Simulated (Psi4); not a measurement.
# BCl (SMILES [B]Cl) at HSE06/def2-TZVPPD

What is the vertical ionisation energy of BCl at HSE06/def2-TZVPPD? 

The calculation is run with Psi4 1.11.

## (1) The molecule

BCl: 2 atoms, total charge 0, spin state singlet. SMILES: `[B]Cl`. The shape is that of a PBE0-D4/def2-TZVP optimisation.

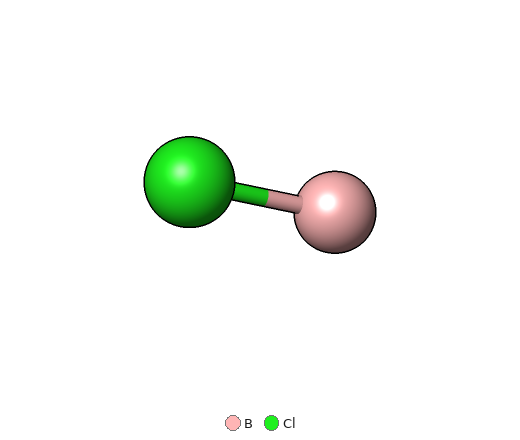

The structure, seen from a chosen angle (boron pink, chlorine green).

## (2) A single-point energy at HSE06/def2-TZVPPD

job.in

```
memory 2200 mb

molecule m {
  0 1
  B
  Cl 1 R2

  R2 = 1.71785
  units angstrom
  symmetry c1
  no_reorient
  no_com
}

set {
  basis def2-TZVPPD
  reference rks
  puream true
  e_convergence 1e-09
  d_convergence 1e-08
  scf_type pk
  dft_radial_points 99
  dft_spherical_points 590
}

e_tot, wfn = energy("hse06", return_wfn=True)
```

Launch:

```console
$ psi4 -n 1 job.in job.out
```

job.out:

```text
[...]
  Running in c1 symmetry.
[...]
  Nuclear repulsion =   26.183929276100937
[...]
  Multiplicity = 1
[...]
  Nalpha       = 11
  Nbeta        = 11
[...]
    Number of basis functions: 88
[...]
   @RKS iter   1:  -484.79493913239008   -2.39566e-01   3.44488e-03 ADIIS/DIIS
[...]
   @RKS iter   9:  -484.83301797089752   -2.44427e-12   4.47894e-09 DIIS
[...]
    Orbital Energies [Eh]
    ---------------------
    Doubly Occupied:
       1A   -101.745544     2A     -9.565953     3A     -7.294081
       4A     -7.291683     5A     -7.291683     6A     -6.881009
       7A     -0.896584     8A     -0.512956     9A     -0.391734
      10A     -0.391734    11A     -0.260017
[...]
  @RKS Final Energy:  -484.83301797089752
   => Energetics <=
    Nuclear Repulsion Energy =             26.1839292761009368
    One-Electron Energy =                -719.4743752963297538
    Two-Electron Energy =                 232.9937044229911862
    DFT Exchange-Correlation Energy =     -24.5362763736598772
    Empirical Dispersion Energy =           0.0000000000000000
    VV10 Nonlocal Energy =                  0.0000000000000000
    Total Energy =                       -484.8330179708975152
[...]
 Multipole Moments:
 ------------------------------------------------------------------------------------
     Multipole            Electronic (a.u.)      Nuclear  (a.u.)        Total (a.u.)
 ------------------------------------------------------------------------------------
 L = 1.  Multiply by 2.5417464519 to convert [e a0] to [Debye]
 Dipole X            :          0.0000000            0.0000000            0.0000000
 Dipole Y            :          0.0000000            0.0000000            0.0000000
 Dipole Z            :         -0.2400161            0.8694190            0.6294029
 Magnitude           :                                                    0.6294029
[...]
```

Run time: 26 s. Hardware: 1 thread of Intel Xeon at 2.50GHz (Skylake/Cascade Lake), shared host; peak memory 0.64 GiB.

## (3) The doublet cation: energy and gradient at UHSE06/def2-TZVPPD

calc.dat

```
memory 2.2 GB

molecule m {
  1 2
  B      0.000000     0.000000    -0.069660
  Cl     0.000000     0.000000     1.648190
  units angstrom
  symmetry c1
}

set globals {
  basis                def2-TZVPPD
  reference            uks
  puream               true
  e_convergence        1e-09
  d_convergence        1e-08
  scf_type             pk
  dft_radial_points    99
  dft_spherical_points 590
  maxiter              100
}

e_tot, wfn = gradient("hse06", return_wfn=True)
oeprop(wfn, "MAYER_INDICES", "MULLIKEN_CHARGES", "WIBERG_LOWDIN_INDICES", title="HSE06")
```

Launch:

```console
$ psi4 calc.dat calc.out -n 1
```

calc.out (excerpt; [...] marks lines left out):

```text
[...]
  Running in c1 symmetry.
[...]
  Nuclear repulsion =   26.183929276100940
[...]
  Multiplicity = 2
[...]
  Nalpha       = 11
  Nbeta        = 10
[...]
    Number of basis functions: 88
[...]
   @UKS iter   1:  -484.45010699925160    1.05264e-01   2.61869e-03 ADIIS/DIIS
[...]
   @UKS iter  11:  -484.46838523153497   -4.43379e-12   2.06466e-09 DIIS
[...]
   @S^2 Observed:                7.584733054E-01
[...]
  @UKS Final Energy:  -484.46838523153497
   => Energetics <=
    Nuclear Repulsion Energy =             26.1839292761009403
    One-Electron Energy =                -712.9036283758150603
    Two-Electron Energy =                 226.5502987974784332
    DFT Exchange-Correlation Energy =     -24.2989849292992233
    Empirical Dispersion Energy =           0.0000000000000000
    VV10 Nonlocal Energy =                  0.0000000000000000
    Total Energy =                       -484.4683852315349668
[...]
 Multipole Moments:
 ------------------------------------------------------------------------------------
     Multipole            Electronic (a.u.)      Nuclear  (a.u.)        Total (a.u.)
 ------------------------------------------------------------------------------------
 L = 1.  Multiply by 2.5417464519 to convert [e a0] to [Debye]
 Dipole X            :         -0.0000000            0.0000000           -0.0000000
 Dipole Y            :         -0.0000000            0.0000000           -0.0000000
 Dipole Z            :         -2.1967772            0.8694190           -1.3273581
 Magnitude           :                                                    1.3273581
[...]
  -Total Gradient:
     Atom            X                  Y                   Z
    ------   -----------------  -----------------  -----------------
       1       -0.000000000003    -0.000000000008    -0.069839489005
       2        0.000000000003     0.000000000007     0.069862934633
[...]
  Mulliken Charges: (a.u.)
   Center  Symbol    Alpha    Beta     Spin     Total
       1     B     2.58360  1.61859  0.96501  0.79781
       2    CL     8.41640  8.38141  0.03499  0.20219
   Total alpha = 11.00000, Total beta = 10.00000, Total charge =  1.00000
  Mayer Bond Indices:
  Total Bond Index:
  Irrep: 1 Size: 2 x 2
                 1                   2
[...]
```

Wall time 49 s (1 thread of Intel Xeon at 2.50GHz (Skylake/Cascade Lake), shared host); peak memory 0.64 GiB.

## (4) Outcome

At HSE06/def2-TZVPPD:

```
                                          quantity          value
                         singlet BCl: total energy  -484.83302 Eh
                        singlet BCl: dipole moment         1.60 D
                          singlet BCl: HOMO energy       -7.08 eV
                          singlet BCl: LUMO energy       -2.32 eV
                        singlet BCl: HOMO–LUMO gap        4.75 eV
                      doublet cation: total energy  -484.46839 Eh
doublet cation: HOMO energy (highest over α and β)      -17.34 eV
 doublet cation: LUMO energy (lowest over α and β)      -12.50 eV
                              doublet cation: ⟨S²⟩          0.758
          doublet cation: largest force on an atom     3.592 eV/Å
vertical ionisation energy (to the doublet cation)       9.922 eV
```

**Reading.** Removing an electron at fixed nuclei costs 9.92 eV (229 kcal/mol). −ε(HOMO) before ionisation, 7.08 eV, is 2.85 eV below this ionisation energy.
